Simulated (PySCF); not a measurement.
# Single-point calculation, with input and output: ZrCl4

ZrCl4, SMILES Cl[Zr](Cl)(Cl)Cl, computed with RPA (PBE)/def2-SVP, RKS, core potentials def2-svp (PySCF 2.14.0).

A bond length was changed on purpose from its optimised value.

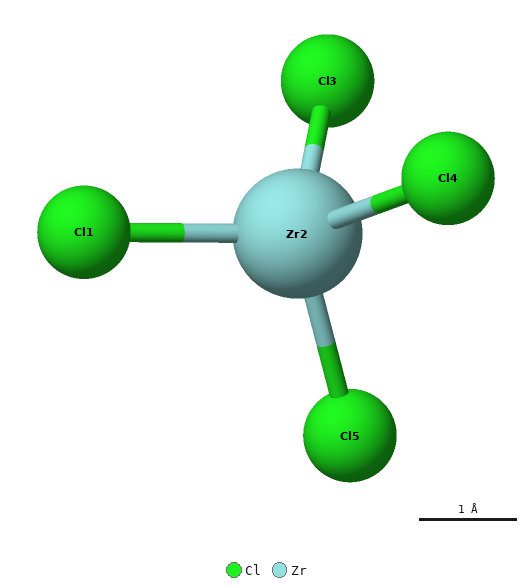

Figure 1. The input geometry (ball-and-stick view, seen at a tilt; atoms are numbered from 1 in the order of the input). Sticks mark near contacts. Bond lengths as drawn: Cl–Zr 2.32 to 2.66 Å.

## Summary

```tsv
quantity	value
outcome	converged
total energy	−1885.404691 hartree
SCF energy	−1886.844377 hartree
correlation energy	−1.203434 hartree
basis functions	103
HOMO of the SCF reference	−7.47 eV
LUMO of the SCF reference	−3.79 eV
hardware	1 thread of Arm Neoverse V1, 112 GiB of memory available, shared host
wall time	29 s
peak memory	0.55 GiB
```

## Input (run.py)
```python
from pyscf import gto, dft
from pyscf.gw.rpa import RPA

system = gto.M(
    atom='''
Cl   0.202322  -0.166283   2.439708
Zr   0.312312   0.064517   0.137878
Cl   1.857692  -1.434703  -0.715362
Cl  -2.081750  -0.430080  -0.919260
Cl   0.958572   2.224627  -0.391372
''',
    basis='def2-svp',
    ecp={'Zr': 'def2-svp'},
    charge=0,
    max_memory=1860,
    verbose=4,
)

mf = dft.RKS(system, xc='pbe')
mf.grids.level = 5
mf.conv_tol = 1e-10
mf.kernel()
if not mf.converged:
    mf = mf.newton().run(mf.mo_coeff, mf.mo_occ)

rpa = RPA(mf, frozen=20)
rpa.kernel()
e_exx = mf.to_hf().energy_tot(mf.make_rdm1())
e_tot = e_exx + rpa.e_corr
print(f'total energy: {e_tot:.8f} hartree')
```

Launched with:
```bash
OMP_NUM_THREADS=1 python run.py
```

## What the program printed
```
PySCF version 2.14.0

[INPUT] num. atoms = 5
[INPUT] num. electrons = 80
[INPUT] charge = 0
[INPUT] spin (= nelec alpha-beta = 2S) = 0
[INPUT] symmetry False subgroup None
[INPUT] Mole.unit = angstrom
[INPUT] Symbol           X                Y                Z      unit          X                Y                Z       unit  Magmom
[INPUT]  1 Cl     0.202322000000  -0.166283000000   2.439708000000 AA    0.382333168974  -0.314229329171   4.610379943910 Bohr   0.0
[INPUT]  2 Zr     0.312312000000   0.064517000000   0.137878000000 AA    0.590184145415   0.121919460379   0.260551658603 Bohr   0.0
[INPUT]  3 Cl     1.857692000000  -1.434703000000  -0.715362000000 AA    3.510529103796  -2.711195740092  -1.351838259921 Bohr   0.0
[INPUT]  4 Cl    -2.081750000000  -0.430080000000  -0.919260000000 AA   -3.933937359813  -0.812733411653  -1.737149637268 Bohr   0.0
[INPUT]  5 Cl     0.958572000000   2.224627000000  -0.391372000000 AA    1.811438550677   4.203935759313  -0.739585892823 Bohr   0.0

nuclear repulsion = 414.386545183396
number of shells = 43
number of NR pGTOs = 201
number of NR cGTOs = 103
basis = def2-svp
ecp = {'Zr': 'def2-svp'}

******** <class 'pyscf.dft.rks.RKS'> ********
method = RKS
initial guess = minao
damping factor = 0
level_shift factor = 0
DIIS = <class 'pyscf.scf.diis.CDIIS'>
diis_start_cycle = 1
diis_space = 8
diis_damp = 0
SCF conv_tol = 1e-10
SCF conv_tol_grad = None
SCF max_cycles = 50
direct_scf = True
direct_scf_tol = 1e-13
XC library pyscf.dft.libxc version 7.0.0
    S. Lehtola, C. Steigemann, M. J.T. Oliveira, and M. A.L. Marques.,  SoftwareX 7, 1–5 (2018)
XC functionals = pbe
    J. P. Perdew, K. Burke, and M. Ernzerhof.,  Phys. Rev. Lett. 77, 3865 (1996)
    J. P. Perdew, K. Burke, and M. Ernzerhof.,  Phys. Rev. Lett. 78, 1396 (1997)
    J. P. Perdew, K. Burke, and M. Ernzerhof.,  Phys. Rev. Lett. 77, 3865 (1996)
    J. P. Perdew, K. Burke, and M. Ernzerhof.,  Phys. Rev. Lett. 78, 1396 (1997)
radial grids:
    Treutler-Ahlrichs [JCP 102, 346 (1995); DOI:10.1063/1.469408] (M4) radial grids

becke partition: Becke, JCP 88, 2547 (1988); DOI:10.1063/1.454033
pruning grids: <function nwchem_prune>
grids dens level: 5
symmetrized grids: False
atomic radii adjust function: <function treutler_atomic_radii_adjust>
small_rho_cutoff = 0
Set gradient conv threshold to 1e-05
Initial guess from minao.
tot grids = 220600
init E= -1880.88630325452
  HOMO = -0.476984716388387  LUMO = -0.429216631716409  gap/eV = 1.29984
cycle= 1 E= -1885.02628332901  delta_E= -4.14  |g|= 2.69  |ddm|= 4.72
  HOMO = -0.123010832468522  LUMO = 0.0422846726922031  gap/eV = 4.49792
cycle= 2 E= -1883.48707285235  delta_E= 1.54  |g|= 3.31  |ddm|=  5.8
  HOMO = -0.262637800396437  LUMO = -0.051222738601066  gap/eV = 5.75290
cycle= 3 E= -1886.76791819808  delta_E= -3.28  |g|= 0.441  |ddm|= 3.88
  HOMO = -0.266600638284603  LUMO = -0.164751460035416  gap/eV = 2.77146
cycle= 4 E= -1886.81682746921  delta_E= -0.0489  |g|= 0.285  |ddm|= 1.01
  HOMO = -0.29840261306778  LUMO = -0.145764855112189  gap/eV = 4.15348
cycle= 5 E= -1886.83741975936  delta_E= -0.0206  |g|= 0.138  |ddm|= 0.458
  HOMO = -0.274589317105505  LUMO = -0.1414352866337  gap/eV = 3.62331
cycle= 6 E= -1886.8442275355  delta_E= -0.00681  |g|= 0.022  |ddm|= 0.218
  HOMO = -0.274642588433402  LUMO = -0.139173631692871  gap/eV = 3.68630
cycle= 7 E= -1886.84437177914  delta_E= -0.000144  |g|= 0.00413  |ddm|= 0.0294
  HOMO = -0.27453080141966  LUMO = -0.139052408960616  gap/eV = 3.68655
cycle= 8 E= -1886.84437612638  delta_E= -4.35e-06  |g|= 0.00117  |ddm|= 0.00528
  HOMO = -0.274654921539336  LUMO = -0.13909818392714  gap/eV = 3.68869
cycle= 9 E= -1886.84437655386  delta_E= -4.27e-07  |g|= 0.000272  |ddm|= 0.00121
  HOMO = -0.27467407572914  LUMO = -0.139105090413131  gap/eV = 3.68902
cycle= 10 E= -1886.84437657809  delta_E= -2.42e-08  |g|= 9.85e-06  |ddm|= 0.00032
  HOMO = -0.274675691517183  LUMO = -0.139105844333288  gap/eV = 3.68904
cycle= 11 E= -1886.8443765781  delta_E= -1.59e-11  |g|= 5.46e-06  |ddm|= 1.88e-05
  HOMO = -0.274674731997979  LUMO = -0.139107336447333  gap/eV = 3.68898
```

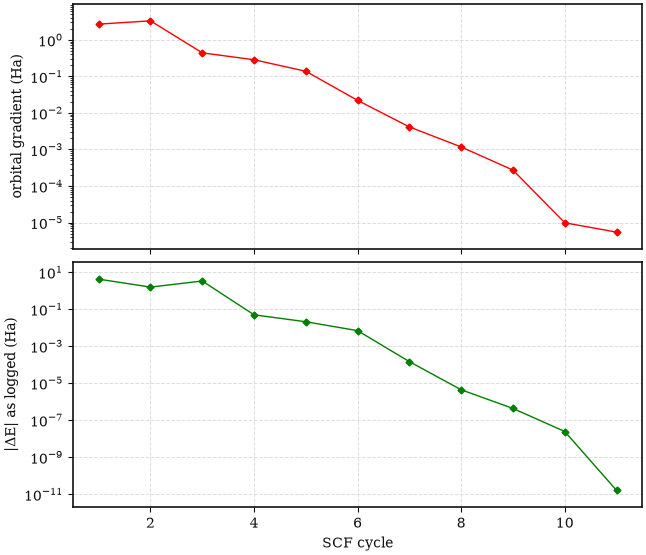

Figure 2. Convergence of the self-consistent field: orbital gradient and size of the energy change against the SCF cycle. The residual falls almost steadily, with no more than small rises.

```
Extra cycle  E= -1886.84437657802  delta_E= 7.78e-11  |g|= 1.75e-05  |ddm|= 2.58e-05
converged SCF energy = -1886.84437657802
ETB for Cl: l = 0, exps = 0.3369771238 * 2^n , n = 0..15
ETB for Cl: l = 1, exps = 0.37654278735889146 * 2^n , n = 0..13
ETB for Cl: l = 2, exps = 0.42075399396 * 2^n , n = 0..10
ETB for Cl: l = 3, exps = 0.7395810923407926 * 2^n , n = 0..5
ETB for Cl: l = 4, exps = 1.3 * 2^n , n = 0..0
ETB for Zr: l = 0, exps = 0.06054617666 * 2^n , n = 0..7
ETB for Zr: l = 1, exps = 0.060272469665677376 * 2^n , n = 0..7
ETB for Zr: l = 2, exps = 0.06 * 2^n , n = 0..7
ETB for Zr: l = 3, exps = 0.09980643163504044 * 2^n , n = 0..6
ETB for Zr: l = 4, exps = 0.166022063262 * 2^n , n = 0..5
ETB for Zr: l = 5, exps = 0.3610593365564553 * 2^n , n = 0..3
ETB for Zr: l = 6, exps = 0.78522 * 2^n , n = 0..0

WARN: Even tempered Gaussians are generated as DF auxbasis for  Zr

******** <class 'pyscf.gw.rpa.RPA'> ********
method = RPA
nocc = 20  nmo = 83
frozen orbitals = 20
mem_avail = 1575.71  mem_blk = 0.09  auxlen = 480

******** <class 'pyscf.df.df.DF'> ********
auxbasis = auxmol.basis = {'Cl': 'def2-svp-ri', 'Zr': [[0, [np.float64(7.74991061248), 1]], [0, [np.float64(3.87495530624), 1]], [0, [np.float64(1.93747765312), 1]], [0, [np.float64(0.96873882656), 1]], [0, [np.float64(0.48436941328), 1]], [0, [np.float64(0.24218470664), 1]], [0, [np.float64(0.12109235332), 1]], [0, [np.float64(0.06054617666), 1]], [1, [np.float64(7.714876117206704), 1]], [1, [np.float64(3.857438058603352), 1]], [1, [np.float64(1.928719029301676), 1]], [1, [np.float64(0.964359514650838), 1]], [1, [np.float64(0.482179757325419), 1]], [1, [np.float64(0.2410898786627095), 1]], [1, [np.float64(0.12054493933135475), 1]], [1, [np.float64(0.060272469665677376), 1]], [2, [np.float64(7.68), 1]], [2, [np.float64(3.84), 1]], [2, [np.float64(1.92), 1]], [2, [np.float64(0.96), 1]], [2, [np.float64(0.48), 1]], [2, [np.float64(0.24), 1]], [2, [np.float64(0.12), 1]], [2, [np.float64(0.06), 1]], [3, [np.float64(6.387611624642588), 1]], [3, [np.float64(3.193805812321294), 1]], [3, [np.float64(1.596902906160647), 1]], [3, [np.float64(0.7984514530803235), 1]], [3, [np.float64(0.39922572654016175), 1]], [3, [np.float64(0.19961286327008088), 1]], [3, [np.float64(0.09980643163504044), 1]], [4, [np.float64(5.312706024384), 1]], [4, [np.float64(2.656353012192), 1]], [4, [np.float64(1.328176506096), 1]], [4, [np.float64(0.664088253048), 1]], [4, [np.float64(0.332044126524), 1]], [4, [np.float64(0.166022063262), 1]], [5, [np.float64(2.8884746924516422), 1]], [5, [np.float64(1.4442373462258211), 1]], [5, [np.float64(0.7221186731129106), 1]], [5, [np.float64(0.3610593365564553), 1]], [6, [np.float64(0.78522), 1]]]}
Lowest orbital energy difference:  1.3557e-01
E(RPA) = -1884.27295078489  E_corr = -1.20343439300552  E_hf = -1883.06951639188
total energy: -1885.40469083 hartree
```

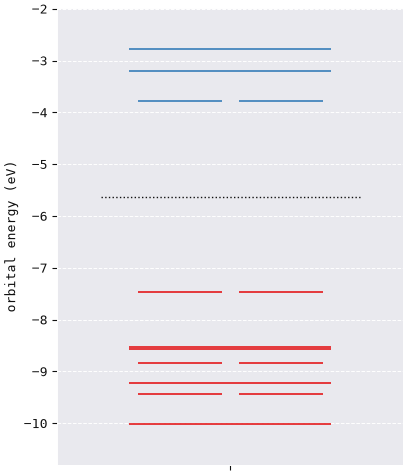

Figure 3. Orbital energies near the frontier (SCF reference); the dotted line parts filled from empty levels, and levels within 0.02 eV of each other stand side by side. Highest filled −7.47 eV, lowest empty −3.79 eV, 3.68 eV apart.
